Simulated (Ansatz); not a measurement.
Consider H$_{4}$Sn···CH$_{4}$O.

```csv
atom,x (Å),y (Å),z (Å)
Sn,-0.3042,1.9384,0.9629
O,0.7139,-0.6219,-0.9428
C,0.0686,-1.8814,-0.9540
H,-1.8470,1.4595,0.3650
H,0.6072,2.7489,-0.2517
H,-0.5125,2.9835,2.3278
H,1.0731,-0.4799,-0.0472
H,0.5722,0.5661,1.4876
H,-0.6898,-2.0023,-0.1410
H,-0.4664,-1.9737,-1.9218
H,0.7848,-2.7374,-0.8848
```

Core potentials replace the inner electrons of Sn.

The calculation used UKS PBE/def2-SVP in Ansatz.

### Predict the electron density and electron localisation function between the atoms.

C–O (1.42 Å): the density is about 2 e/Å³ at the midpoint, with its minimum of 1.8 e/Å³ about 0.5 Å from C; the ELF peaks at about 0.90 between the atoms (a polar covalent bond).
O–H (0.98 Å): ρ at the midpoint is about 3.6 e/Å³; the ELF climbs to about 1 towards the hydrogen, as it does in any bond to H: an ordinary covalent bond to hydrogen.
C–H (1.11 Å): the density is about 1.9 e/Å³ at the midpoint; the ELF climbs to about 1 towards the hydrogen; a covalent bond by its length.

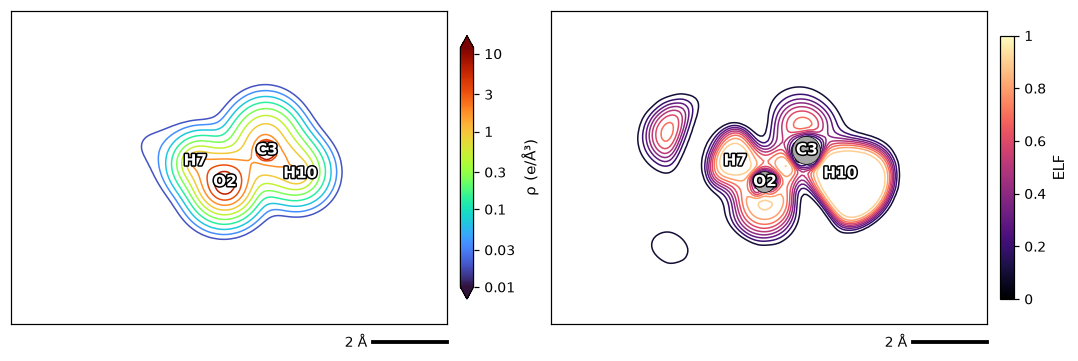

Computed electron density and electron localisation function on the plane of atoms C3, O2 and H7, in this order. Grey discs cover the atomic cores in the ELF map. 
